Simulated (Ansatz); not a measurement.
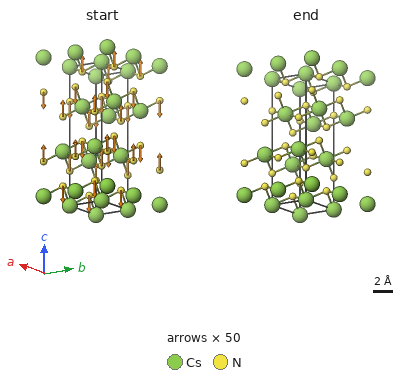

The structure of solid CsN2 (built on the cadmium chloride_166 type) before (left) and after (right) a relaxation, at one scale. The orange arrows give the displacements (the part carried along by the change of the cell is left out), magnified 50 times.

The picture is a ball-and-stick view of the conventional cell (3 times the calculation's cell), repeated 2 × 2 × 1 with one cell outlined, seen from a free direction. Lengths and directions refer to the drawn axes.

Case: cadmium chloride type (R-3m, No. 166).

Method: DFT PBE, scalar-relativistic, plane waves, PAW in Ansatz 0.2.0. Settings: plane-wave cutoff 420 eV; k-point mesh 18 × 18 × 18; occupations gaussian; smearing width 0.1 eV; collinear spin; cell and atoms relaxed; force threshold 0.01 eV/Å; at most 80 steps.

What changed between the two?

The run was cut off at its time limit before the relaxation converged, so the last structure is only a point on the way. The largest moves relative to the cell, 0.041 Å, are those of N atoms. Cs stays in place. The drawn cell changes as follows: a = b 3.612 → 3.827 Å (+6.0 %), c 16.362 → 14.859 Å (−9.2 %); the volume changes by +2.0 %. Among the contacts that change: Cs–N 2.491 → 2.513 Å. Among the angles between lasting bonds that change: Cs–N–Cs 92.9° → 99.2°, N–Cs–N 92.9° → 99.2°, N–Cs–N 87.1° → 80.8°. The space group stays R-3m (No. 166). The energy falls by 61.9 meV per atom in 2 geometry steps. Largest force component: 0.13 eV/Å at the start, 0.13 eV/Å at the end. Pressure: 1.30 GPa at the start and −0.60 GPa at the end. The run took 5.7 min on 1 thread of Intel(R) Xeon(R) Platinum 8375C CPU @ 2.90GHz (Ice Lake), on a shared host, peak memory 1.1 GiB.
